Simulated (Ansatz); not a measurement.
# Molecular dynamics, with input and output: ZrF$_{4}$ (part 2 of 2)

Continued. System: ZrF$_{4}$, SMILES [F][Zr]([F])([F])[F]. Method: RKS BLYP/def2-SVP (Ansatz 0.2.0). The geometry comes from this level: PBE0-D4/def2-TZVP.

Geometry of the input (Å):
```
F  -0.8992  -0.1438  1.6476
Zr 0.0100  -0.0147  -0.0083
F  1.6339  -0.9838  0.0862
F  -1.0759  -0.7346  -1.3823
F  0.3811  1.8035  -0.3845
```

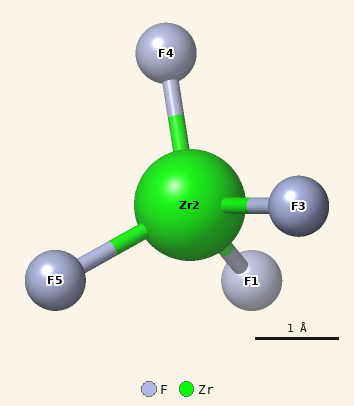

The geometry at step 32 of the log (ball-and-stick view, seen at a tilt; atoms are numbered from 1 in the order of the input).

Trajectory as extended XYZ, continued:
```
5
Properties=species:S:1:pos:R:3:forces:R:3 step=13 time_fs=6.5 energy=-12147.42426 temperature=292.3
F    -0.9059   -0.1538    1.6603   -0.2188  -0.0267   0.3270
Zr   -0.0026   -0.0118   -0.0110    1.3901   0.6596   0.6593
F     1.6515   -1.0013    0.0727   -0.2291   0.1187   0.0014
F    -1.0535   -0.7560   -1.3672   -0.8250  -0.5084  -1.0104
F     0.4081    1.8380   -0.3858   -0.1172  -0.2432   0.0227
5
Properties=species:S:1:pos:R:3:forces:R:3 step=14 time_fs=7.0 energy=-12147.42215 temperature=286.9
F    -0.9066   -0.1546    1.6616   -0.1989  -0.0229   0.2868
Zr   -0.0034   -0.0115   -0.0111    1.4570   0.6888   0.6916
F     1.6529   -1.0027    0.0716   -0.2921   0.1562  -0.0003
F    -1.0524   -0.7581   -1.3669   -0.8290  -0.5085  -1.0135
F     0.4101    1.8408   -0.3860   -0.1370  -0.3136   0.0354
5
Properties=species:S:1:pos:R:3:forces:R:3 step=15 time_fs=7.5 energy=-12147.41993 temperature=281.1
F    -0.9074   -0.1554    1.6631   -0.1784  -0.0190   0.2455
Zr   -0.0041   -0.0111   -0.0112    1.5165   0.7137   0.7198
F     1.6543   -1.0040    0.0706   -0.3531   0.1927  -0.0018
F    -1.0514   -0.7602   -1.3667   -0.8288  -0.5057  -1.0113
F     0.4121    1.8434   -0.3861   -0.1562  -0.3818   0.0478
5
Properties=species:S:1:pos:R:3:forces:R:3 step=16 time_fs=8.0 energy=-12147.41764 temperature=275.2
F    -0.9082   -0.1562    1.6645   -0.1572  -0.0148   0.2035
Zr   -0.0048   -0.0108   -0.0113    1.5684   0.7343   0.7436
F     1.6556   -1.0053    0.0696   -0.4119   0.2281  -0.0030
F    -1.0506   -0.7624   -1.3666   -0.8244  -0.4999  -1.0039
F     0.4141    1.8460   -0.3862   -0.1749  -0.4477   0.0598
5
Properties=species:S:1:pos:R:3:forces:R:3 step=17 time_fs=8.5 energy=-12147.41531 temperature=269.2
F    -0.9091   -0.1570    1.6660   -0.1356  -0.0105   0.1610
Zr   -0.0055   -0.0104   -0.0114    1.6128   0.7505   0.7630
F     1.6569   -1.0066    0.0686   -0.4683   0.2623  -0.0040
F    -1.0499   -0.7646   -1.3666   -0.8159  -0.4912  -0.9913
F     0.4161    1.8486   -0.3863   -0.1930  -0.5111   0.0714
5
Properties=species:S:1:pos:R:3:forces:R:3 step=18 time_fs=9.0 energy=-12147.41296 temperature=263.2
F    -0.9099   -0.1578    1.6675   -0.1135  -0.0059   0.1180
Zr   -0.0061   -0.0100   -0.0114    1.6495   0.7621   0.7777
F     1.6581   -1.0079    0.0675   -0.5222   0.2952  -0.0047
F    -1.0492   -0.7669   -1.3668   -0.8034  -0.4795  -0.9735
F     0.4181    1.8511   -0.3864   -0.2104  -0.5719   0.0825
5
Properties=species:S:1:pos:R:3:forces:R:3 step=19 time_fs=9.5 energy=-12147.41064 temperature=257.2
F    -0.9108   -0.1586    1.6690   -0.0910  -0.0012   0.0748
Zr   -0.0066   -0.0096   -0.0114    1.6786   0.7693   0.7879
F     1.6592   -1.0091    0.0665   -0.5735   0.3268  -0.0051
F    -1.0487   -0.7693   -1.3671   -0.7869  -0.4650  -0.9507
F     0.4200    1.8535   -0.3865   -0.2272  -0.6299   0.0933
5
Properties=species:S:1:pos:R:3:forces:R:3 step=20 time_fs=10.0 energy=-12147.40835 temperature=251.3
F    -0.9117   -0.1594    1.6706   -0.0684   0.0036   0.0315
Zr   -0.0072   -0.0092   -0.0114    1.7003   0.7720   0.7934
F     1.6603   -1.0103    0.0655   -0.6221   0.3571  -0.0053
F    -1.0482   -0.7718   -1.3675   -0.7667  -0.4477  -0.9231
F     0.4219    1.8559   -0.3866   -0.2432  -0.6850   0.1035
5
Properties=species:S:1:pos:R:3:forces:R:3 step=21 time_fs=10.5 energy=-12147.40614 temperature=245.6
F    -0.9126   -0.1602    1.6721   -0.0456   0.0086  -0.0117
Zr   -0.0077   -0.0087   -0.0114    1.7146   0.7703   0.7943
F     1.6612   -1.0115    0.0644   -0.6678   0.3858  -0.0052
F    -1.0479   -0.7742   -1.3680   -0.7428  -0.4276  -0.8907
F     0.4238    1.8582   -0.3866   -0.2584  -0.7372   0.1133
5
Properties=species:S:1:pos:R:3:forces:R:3 step=22 time_fs=11.0 energy=-12147.40400 temperature=240.1
F    -0.9134   -0.1610    1.6736   -0.0227   0.0137  -0.0545
Zr   -0.0081   -0.0082   -0.0114    1.7217   0.7643   0.7908
F     1.6621   -1.0126    0.0634   -0.7107   0.4131  -0.0049
F    -1.0477   -0.7768   -1.3687   -0.7155  -0.4048  -0.8540
F     0.4256    1.8603   -0.3867   -0.2728  -0.7863   0.1226
5
Properties=species:S:1:pos:R:3:forces:R:3 step=23 time_fs=11.5 energy=-12147.40196 temperature=234.8
F    -0.9143   -0.1618    1.6751    0.0001   0.0190  -0.0969
Zr   -0.0085   -0.0078   -0.0113    1.7218   0.7542   0.7829
F     1.6630   -1.0136    0.0624   -0.7506   0.4388  -0.0043
F    -1.0475   -0.7794   -1.3694   -0.6849  -0.3796  -0.8130
F     0.4274    1.8624   -0.3867   -0.2864  -0.8323   0.1314
5
Properties=species:S:1:pos:R:3:forces:R:3 step=24 time_fs=12.0 energy=-12147.40002 temperature=229.9
F    -0.9152   -0.1626    1.6767    0.0229   0.0243  -0.1387
Zr   -0.0088   -0.0072   -0.0112    1.7152   0.7399   0.7707
F     1.6637   -1.0146    0.0613   -0.7875   0.4629  -0.0034
F    -1.0474   -0.7820   -1.3703   -0.6514  -0.3520  -0.7682
F     0.4292    1.8644   -0.3868   -0.2992  -0.8752   0.1397
5
Properties=species:S:1:pos:R:3:forces:R:3 step=25 time_fs=12.5 energy=-12147.39820 temperature=225.2
F    -0.9161   -0.1634    1.6782    0.0454   0.0297  -0.1798
Zr   -0.0091   -0.0067   -0.0111    1.7021   0.7218   0.7546
F     1.6643   -1.0155    0.0603   -0.8213   0.4854  -0.0023
F    -1.0474   -0.7847   -1.3713   -0.6151  -0.3222  -0.7199
F     0.4309    1.8662   -0.3868   -0.3111  -0.9148   0.1474
5
Properties=species:S:1:pos:R:3:forces:R:3 step=26 time_fs=13.0 energy=-12147.39649 temperature=220.8
F    -0.9170   -0.1642    1.6796    0.0677   0.0352  -0.2200
Zr   -0.0094   -0.0061   -0.0110    1.6828   0.7000   0.7347
F     1.6648   -1.0164    0.0593   -0.8520   0.5063  -0.0010
F    -1.0475   -0.7875   -1.3723   -0.5763  -0.2904  -0.6683
F     0.4326    1.8679   -0.3867   -0.3221  -0.9511   0.1546
5
Properties=species:S:1:pos:R:3:forces:R:3 step=27 time_fs=13.5 energy=-12147.39491 temperature=216.7
F    -0.9179   -0.1650    1.6811    0.0896   0.0407  -0.2591
Zr   -0.0096   -0.0056   -0.0109    1.6577   0.6747   0.7112
F     1.6652   -1.0172    0.0582   -0.8796   0.5254   0.0006
F    -1.0477   -0.7902   -1.3734   -0.5354  -0.2567  -0.6139
F     0.4343    1.8696   -0.3867   -0.3323  -0.9841   0.1613
5
Properties=species:S:1:pos:R:3:forces:R:3 step=28 time_fs=14.0 energy=-12147.39344 temperature=213.0
F    -0.9188   -0.1658    1.6825    0.1111   0.0463  -0.2971
Zr   -0.0098   -0.0050   -0.0107    1.6269   0.6461   0.6844
F     1.6655   -1.0180    0.0572   -0.9040   0.5428   0.0024
F    -1.0479   -0.7930   -1.3747   -0.4925  -0.2214  -0.5570
F     0.4359    1.8711   -0.3866   -0.3415  -1.0138   0.1674
5
Properties=species:S:1:pos:R:3:forces:R:3 step=29 time_fs=14.5 energy=-12147.39211 temperature=209.5
F    -0.9196   -0.1666    1.6838    0.1321   0.0518  -0.3339
Zr   -0.0099   -0.0044   -0.0105    1.5909   0.6144   0.6546
F     1.6657   -1.0186    0.0562   -0.9252   0.5585   0.0044
F    -1.0482   -0.7958   -1.3759   -0.4481  -0.1847  -0.4980
F     0.4375    1.8724   -0.3866   -0.3498  -1.0401   0.1729
5
Properties=species:S:1:pos:R:3:forces:R:3 step=30 time_fs=15.0 energy=-12147.39089 temperature=206.4
F    -0.9204   -0.1673    1.6852    0.1526   0.0574  -0.3692
Zr   -0.0100   -0.0038   -0.0103    1.5500   0.5799   0.6221
F     1.6657   -1.0192    0.0551   -0.9432   0.5724   0.0066
F    -1.0486   -0.7987   -1.3773   -0.4023  -0.1467  -0.4373
F     0.4390    1.8736   -0.3865   -0.3572  -1.0630   0.1778
5
Properties=species:S:1:pos:R:3:forces:R:3 step=31 time_fs=15.5 energy=-12147.38979 temperature=203.6
F    -0.9213   -0.1681    1.6865    0.1725   0.0629  -0.4031
Zr   -0.0100   -0.0031   -0.0101    1.5045   0.5428   0.5871
F     1.6657   -1.0197    0.0541   -0.9579   0.5845   0.0091
F    -1.0490   -0.8016   -1.3787   -0.3554  -0.1077  -0.3752
F     0.4405    1.8747   -0.3864   -0.3636  -1.0825   0.1822
5
Properties=species:S:1:pos:R:3:forces:R:3 step=32 time_fs=16.0 energy=-12147.38880 temperature=201.1
F    -0.9221   -0.1689    1.6877    0.1917   0.0684  -0.4355
Zr   -0.0100   -0.0025   -0.0099    1.4546   0.5034   0.5499
F     1.6655   -1.0202    0.0531   -0.9694   0.5948   0.0117
F    -1.0494   -0.8045   -1.3801   -0.3078  -0.0679  -0.3121
F     0.4419    1.8757   -0.3862   -0.3691  -1.0986   0.1859
5
Properties=species:S:1:pos:R:3:forces:R:3 step=33 time_fs=16.5 energy=-12147.38794 temperature=198.9
F    -0.9228   -0.1696    1.6889    0.2101   0.0738  -0.4661
Zr   -0.0100   -0.0018   -0.0096    1.4008   0.4618   0.5109
F     1.6652   -1.0206    0.0520   -0.9775   0.6032   0.0144
F    -1.0499   -0.8074   -1.3816   -0.2598  -0.0276  -0.2483
F     0.4433    1.8765   -0.3860   -0.3737  -1.1112   0.1891
5
Properties=species:S:1:pos:R:3:forces:R:3 step=34 time_fs=17.0 energy=-12147.38718 temperature=197.0
F    -0.9236   -0.1703    1.6900    0.2278   0.0792  -0.4951
Zr   -0.0099   -0.0011   -0.0094    1.3433   0.4183   0.4703
F     1.6647   -1.0209    0.0510   -0.9824   0.6097   0.0174
F    -1.0505   -0.8103   -1.3831   -0.2114   0.0132  -0.1843
F     0.4446    1.8772   -0.3858   -0.3773  -1.1204   0.1916
5
Properties=species:S:1:pos:R:3:forces:R:3 step=35 time_fs=17.5 energy=-12147.38654 temperature=195.4
F    -0.9243   -0.1711    1.6910    0.2447   0.0845  -0.5222
Zr   -0.0098   -0.0004   -0.0091    1.2825   0.3732   0.4284
F     1.6642   -1.0211    0.0500   -0.9840   0.6144   0.0205
F    -1.0510   -0.8131   -1.3847   -0.1632   0.0542  -0.1203
F     0.4459    1.8777   -0.3856   -0.3800  -1.1262   0.1935
5
Properties=species:S:1:pos:R:3:forces:R:3 step=36 time_fs=18.0 energy=-12147.38601 temperature=194.1
F    -0.9250   -0.1718    1.6920    0.2607   0.0897  -0.5474
Zr   -0.0096    0.0003   -0.0088    1.2185   0.3266   0.3855
F     1.6635   -1.0212    0.0490   -0.9823   0.6171   0.0238
F    -1.0516   -0.8160   -1.3862   -0.1151   0.0952  -0.0567
F     0.4471    1.8781   -0.3854   -0.3817  -1.1285   0.1948
5
Properties=species:S:1:pos:R:3:forces:R:3 step=37 time_fs=18.5 energy=-12147.38558 temperature=193.0
F    -0.9256   -0.1725    1.6930    0.2757   0.0947  -0.5707
Zr   -0.0095    0.0010   -0.0085    1.1517   0.2787   0.3418
F     1.6627   -1.0213    0.0479   -0.9774   0.6180   0.0271
F    -1.0522   -0.8189   -1.3878   -0.0676   0.1360   0.0063
F     0.4483    1.8784   -0.3851   -0.3825  -1.1274   0.1955
5
Properties=species:S:1:pos:R:3:forces:R:3 step=38 time_fs=19.0 energy=-12147.38526 temperature=192.2
F    -0.9262   -0.1732    1.6938    0.2898   0.0996  -0.5920
Zr   -0.0093    0.0017   -0.0082    1.0823   0.2299   0.2975
F     1.6618   -1.0213    0.0469   -0.9691   0.6169   0.0306
F    -1.0528   -0.8218   -1.3894   -0.0207   0.1764   0.0684
F     0.4495    1.8785   -0.3848   -0.3823  -1.1228   0.1955
5
Properties=species:S:1:pos:R:3:forces:R:3 step=39 time_fs=19.5 energy=-12147.38504 temperature=191.7
F    -0.9268   -0.1739    1.6946    0.3029   0.1044  -0.6113
Zr   -0.0090    0.0024   -0.0079    1.0105   0.1802   0.2530
F     1.6607   -1.0212    0.0459   -0.9575   0.6138   0.0343
F    -1.0533   -0.8246   -1.3909    0.0252   0.2164   0.1292
F     0.4506    1.8784   -0.3845   -0.3812  -1.1148   0.1949
5
Properties=species:S:1:pos:R:3:forces:R:3 step=40 time_fs=20.0 energy=-12147.38493 temperature=191.5
F    -0.9274   -0.1745    1.6953    0.3150   0.1090  -0.6285
Zr   -0.0088    0.0031   -0.0076    0.9366   0.1299   0.2083
F     1.6595   -1.0210    0.0449   -0.9426   0.6088   0.0380
F    -1.0539   -0.8274   -1.3925    0.0701   0.2557   0.1887
F     0.4516    1.8783   -0.3842   -0.3791  -1.1034   0.1936
5
Properties=species:S:1:pos:R:3:forces:R:3 step=41 time_fs=20.5 energy=-12147.38491 temperature=191.5
F    -0.9279   -0.1752    1.6959    0.3261   0.1135  -0.6435
Zr   -0.0085    0.0039   -0.0073    0.8607   0.0791   0.1637
F     1.6582   -1.0208    0.0439   -0.9244   0.6018   0.0418
F    -1.0545   -0.8302   -1.3940    0.1138   0.2942   0.2465
F     0.4526    1.8780   -0.3838   -0.3761  -1.0885   0.1916
5
Properties=species:S:1:pos:R:3:forces:R:3 step=42 time_fs=21.0 energy=-12147.38498 temperature=191.8
F    -0.9283   -0.1758    1.6964    0.3360   0.1177  -0.6564
Zr   -0.0082    0.0046   -0.0070    0.7831   0.0280   0.1194
F     1.6568   -1.0205    0.0429   -0.9030   0.5928   0.0456
F    -1.0551   -0.8330   -1.3955    0.1561   0.3317   0.3024
F     0.4536    1.8775   -0.3834   -0.3722  -1.0702   0.1890
5
Properties=species:S:1:pos:R:3:forces:R:3 step=43 time_fs=21.5 energy=-12147.38514 temperature=192.2
F    -0.9287   -0.1765    1.6969    0.3448   0.1217  -0.6672
Zr   -0.0078    0.0053   -0.0066    0.7039  -0.0232   0.0755
F     1.6553   -1.0201    0.0419   -0.8783   0.5818   0.0496
F    -1.0556   -0.8357   -1.3969    0.1969   0.3683   0.3564
F     0.4545    1.8769   -0.3830   -0.3674  -1.0486   0.1857
5
Properties=species:S:1:pos:R:3:forces:R:3 step=44 time_fs=22.0 energy=-12147.38539 temperature=192.9
F    -0.9291   -0.1771    1.6972    0.3525   0.1256  -0.6757
Zr   -0.0075    0.0061   -0.0063    0.6233  -0.0744   0.0322
F     1.6537   -1.0196    0.0409   -0.8504   0.5688   0.0536
F    -1.0562   -0.8383   -1.3983    0.2361   0.4036   0.4082
F     0.4553    1.8762   -0.3826   -0.3616  -1.0236   0.1817
5
Properties=species:S:1:pos:R:3:forces:R:3 step=45 time_fs=22.5 energy=-12147.38571 temperature=193.8
F    -0.9294   -0.1777    1.6975    0.3591   0.1292  -0.6820
Zr   -0.0071    0.0068   -0.0060    0.5415  -0.1255  -0.0104
F     1.6519   -1.0190    0.0399   -0.8193   0.5538   0.0576
F    -1.0567   -0.8409   -1.3997    0.2736   0.4378   0.4577
F     0.4561    1.8753   -0.3821   -0.3549  -0.9952   0.1771
5
Properties=species:S:1:pos:R:3:forces:R:3 step=46 time_fs=23.0 energy=-12147.38609 temperature=194.9
F    -0.9297   -0.1783    1.6977    0.3645   0.1325  -0.6861
Zr   -0.0067    0.0075   -0.0056    0.4586  -0.1763  -0.0522
F     1.6501   -1.0184    0.0390   -0.7849   0.5368   0.0617
F    -1.0571   -0.8435   -1.4010    0.3093   0.4705   0.5048
F     0.4569    1.8743   -0.3816   -0.3473  -0.9636   0.1718
5
Properties=species:S:1:pos:R:3:forces:R:3 step=47 time_fs=23.5 energy=-12147.38653 temperature=196.1
F    -0.9300   -0.1788    1.6978    0.3687   0.1356  -0.6879
Zr   -0.0063    0.0083   -0.0053    0.3747  -0.2267  -0.0930
F     1.6481   -1.0177    0.0380   -0.7475   0.5178   0.0658
F    -1.0575   -0.8460   -1.4022    0.3430   0.5019   0.5493
F     0.4576    1.8732   -0.3811   -0.3389  -0.9286   0.1659
5
Properties=species:S:1:pos:R:3:forces:R:3 step=48 time_fs=24.0 energy=-12147.38701 temperature=197.5
F    -0.9301   -0.1794    1.6978    0.3717   0.1385  -0.6875
Zr   -0.0059    0.0090   -0.0050    0.2900  -0.2766  -0.1329
F     1.6461   -1.0170    0.0370   -0.7070   0.4969   0.0699
F    -1.0579   -0.8484   -1.4033    0.3748   0.5318   0.5913
F     0.4583    1.8720   -0.3806   -0.3295  -0.8905   0.1592
5
Properties=species:S:1:pos:R:3:forces:R:3 step=49 time_fs=24.5 energy=-12147.38752 temperature=198.9
F    -0.9303   -0.1799    1.6978    0.3734   0.1410  -0.6849
Zr   -0.0055    0.0097   -0.0047    0.2046  -0.3259  -0.1716
F     1.6439   -1.0162    0.0361   -0.6634   0.4740   0.0740
F    -1.0583   -0.8507   -1.4044    0.4047   0.5601   0.6305
F     0.4590    1.8707   -0.3800   -0.3194  -0.8493   0.1519
5
Properties=species:S:1:pos:R:3:forces:R:3 step=50 time_fs=25.0 energy=-12147.38804 temperature=200.3
F    -0.9304   -0.1804    1.6976    0.3740   0.1434  -0.6800
Zr   -0.0051    0.0104   -0.0043    0.1188  -0.3745  -0.2091
F     1.6417   -1.0153    0.0351   -0.6169   0.4492   0.0781
F    -1.0585   -0.8530   -1.4054    0.4324   0.5869   0.6671
F     0.4596    1.8692   -0.3795   -0.3083  -0.8049   0.1440
```

Key numbers:

- outcome: finished
- mean temperature over the second half: 200 K
- trajectory: 50 steps, 25 fs
- ensemble: nvt_nose_hoover
- temperature in the input: 300 K
- time step: 0.5 fs
- potential energy (last step): −12147.3884 eV
- SCF solution under orbital rotations (last step): stable
- largest force (length of the vector) (last step): 0.988 eV/Å
- dipole moment (last step): 0.48 D
- wall time: 34 s (CPU time 2.1 min)
- peak memory: 0.16 GiB

Remarks:

So short a trajectory is not equilibrated. The temperature stays far from the 300 K of the thermostat over the second half: the run isn't equilibrated.
